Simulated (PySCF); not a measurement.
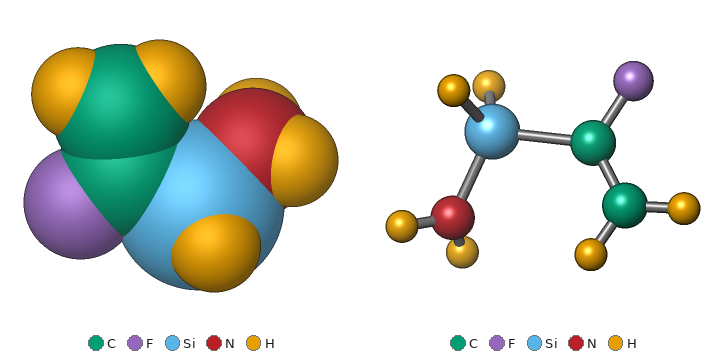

Both panels show the same species.

Computed geometry: PBE0-D3(BJ)/def2-SVP optimisation. No frequency run is at hand to confirm it as a minimum.

**Count the atoms of each element.**

C₂H₆FNSi, 11 atoms: 2 carbon, 6 hydrogen, 1 fluorine, 1 nitrogen and 1 silicon.

**Name functional groups in it.**

Among them: alkene, C–F bond, Si–H bond, Si–N bond.

**What is the point group of this geometry?**

C1.

More results for the same structure follow; atom numbers are the same in all pictures, views and colours differ.

**Geometry**

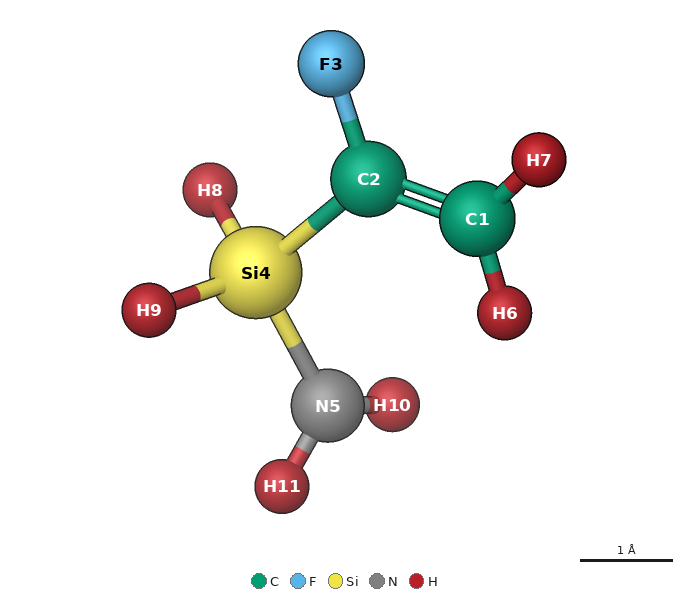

Numbered structure. No frequency run is at hand to confirm it as a minimum.

**How are the neighbours of atom 2 arranged?**

C2 has 3 neighbours (C1 at 1.33, F3 at 1.35, Si4 at 1.89 Å); the arrangement is trigonal planar.

**How are the neighbours of atom 1 arranged?**

C1 has 3 neighbours (C2 at 1.33, H6 at 1.09, H7 at 1.09 Å); the arrangement is trigonal planar.

**Describe the coordination of atom 4.**

Si4 has 4 neighbours (C2 at 1.89, N5 at 1.73, H8 at 1.50, H9 at 1.49 Å); the arrangement is tetrahedral.

**What is the dihedral angle C1–C2–Si4–N5?**

11° in size, that is syn (eclipsed).

**Dipole moment**

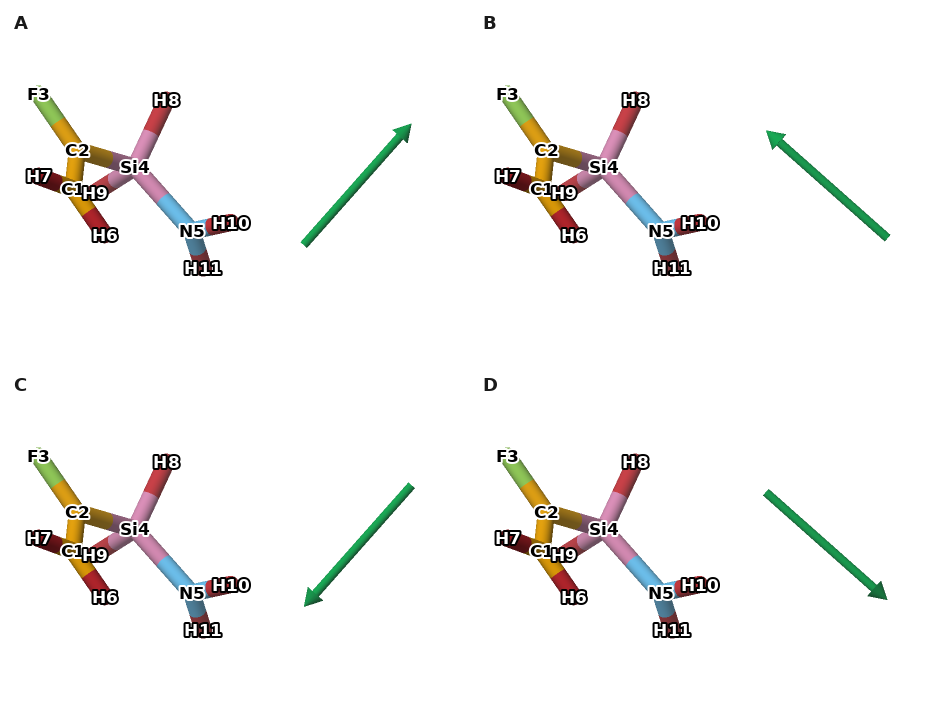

The same molecule four times, each with an arrow. No frequency run is at hand to confirm it as a minimum. Properties computed with PBE0/6-311+G(2d,p), gas phase (PySCF 2.14.0).

**Which arrow points along the dipole moment, from the negative to the positive end?**

D. The dipole moment is 2.56 D; it points from the side of F3 to the side of H11 (the outermost atoms at the two ends).

**NMR shielding**

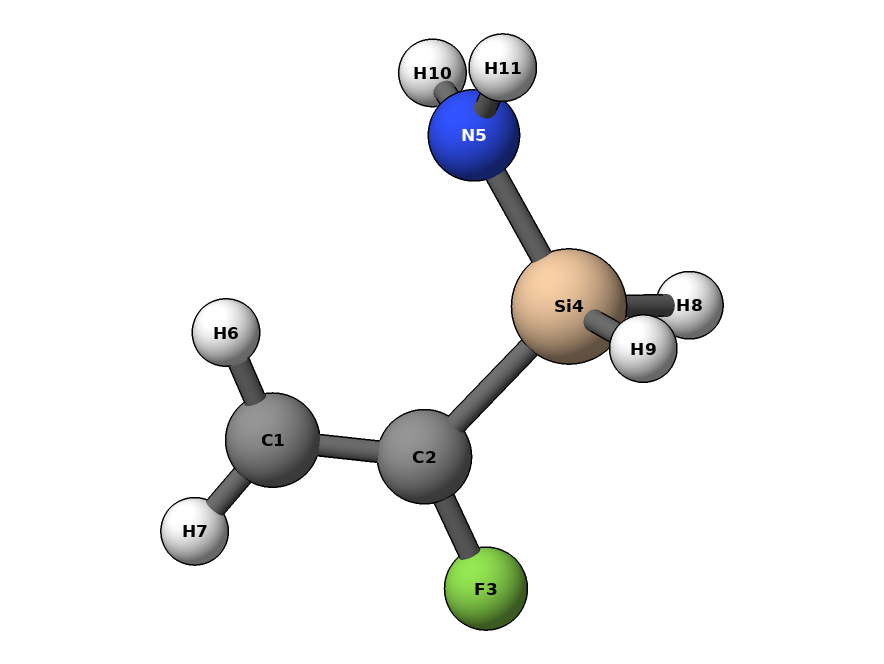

No frequency run is at hand to confirm it as a minimum. Method: GIAO BLYP/pcSseg-2 NMR shielding, non-relativistic, gas phase (PySCF 2.14.0). Principal shieldings σ11 ≤ σ22 ≤ σ33, span Ω = σ33 − σ11, skew κ = 3(σiso − σ22)/Ω.

**Which C atom has the most anisotropic shielding?**

C1, with a span of 214 ppm.

Give the shielding tensors of the C atoms.

| atom | σ11 | σ22 | σ33 | σiso | Ω | κ |
| --- | --- | --- | --- | --- | --- | --- |
| C1 | −58.6 | 91.7 | 154.9 | 62.7 | 213.5 | −0.41 |
| C2 | −113.8 | 22.2 | 55.0 | −12.2 | 168.8 | −0.61 |

Shieldings and span in ppm.

**Quadrupole coupling**

No frequency run is at hand to confirm it as a minimum. Electric field gradients from the ground-state density, PBE0/aug-cc-pVDZ (PySCF 2.14.0), non-relativistic apart from any core potentials.

Give the largest field-gradient component, the quadrupole coupling constant and the asymmetry for 14N at N5 (Q = 20.44 mb), 2H at H6 (Q = 2.86 mb), 2H at H7 (Q = 2.86 mb).

```
atom  V_zz (a.u.)  e²qQ/h (MHz)     η
  N5       −0.882         −4.24  0.26
  H6        0.310         0.208  0.04
  H7        0.308         0.207  0.03
```

**Charges**

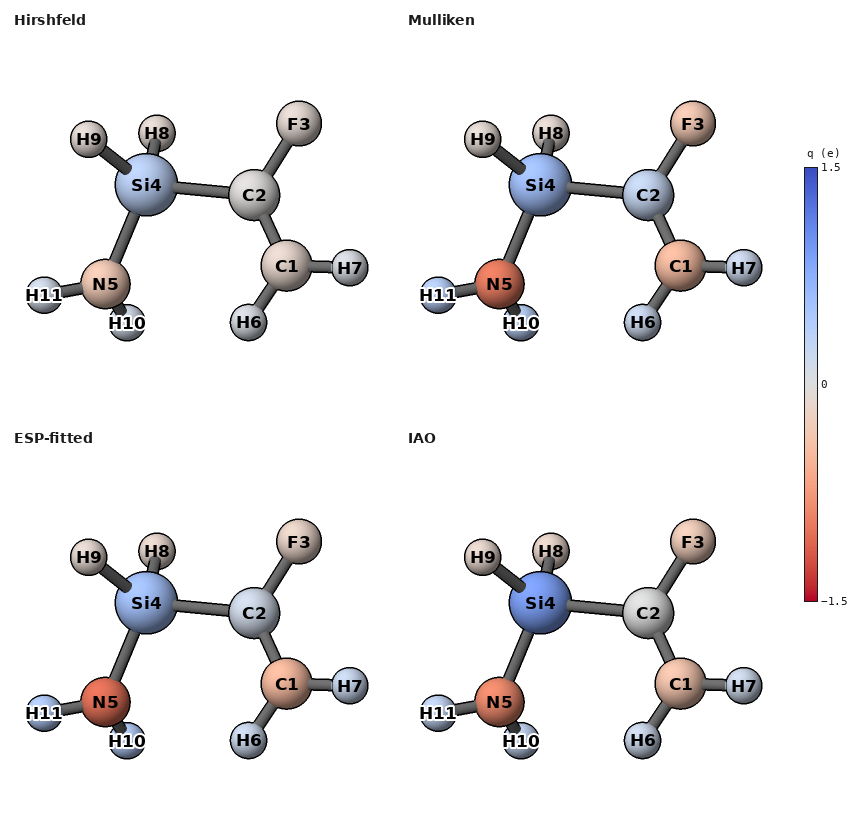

Atomic charges of one calculation by 4 schemes, on one colour scale. No frequency run is at hand to confirm it as a minimum. Computed with PBE0/6-31G* (PySCF 2.14.0).

**On which atom do the schemes disagree most?**

On N5 (from −1.00 to −0.30 e).

List the charges (e), one line for each set of equivalent atoms.

```json
{"atom": "C1", "Hirshfeld": "−0.12", "Mulliken": "−0.46", "ESP-fitted": "−0.47", "IAO": "−0.35"}
{"atom": "C2", "Hirshfeld": "−0.02", "Mulliken": "0.24", "ESP-fitted": "0.14", "IAO": "0.01"}
{"atom": "F3", "Hirshfeld": "−0.09", "Mulliken": "−0.32", "ESP-fitted": "−0.16", "IAO": "−0.26"}
{"atom": "Si4", "Hirshfeld": "0.33", "Mulliken": "0.55", "ESP-fitted": "0.53", "IAO": "0.86"}
{"atom": "N5", "Hirshfeld": "−0.30", "Mulliken": "−0.94", "ESP-fitted": "−1.00", "IAO": "−0.84"}
{"atom": "H6", "Hirshfeld": "0.05", "Mulliken": "0.19", "ESP-fitted": "0.18", "IAO": "0.16"}
{"atom": "H7", "Hirshfeld": "0.05", "Mulliken": "0.19", "ESP-fitted": "0.20", "IAO": "0.16"}
{"atom": "H8", "Hirshfeld": "−0.09", "Mulliken": "−0.09", "ESP-fitted": "−0.12", "IAO": "−0.15"}
{"atom": "H9", "Hirshfeld": "−0.08", "Mulliken": "−0.08", "ESP-fitted": "−0.10", "IAO": "−0.12"}
{"atom": "H10", "Hirshfeld": "0.13", "Mulliken": "0.36", "ESP-fitted": "0.41", "IAO": "0.27"}
{"atom": "H11", "Hirshfeld": "0.13", "Mulliken": "0.36", "ESP-fitted": "0.40", "IAO": "0.27"}
```

Mulliken values depend strongly on the basis set and can even reverse the polarity of a bond.
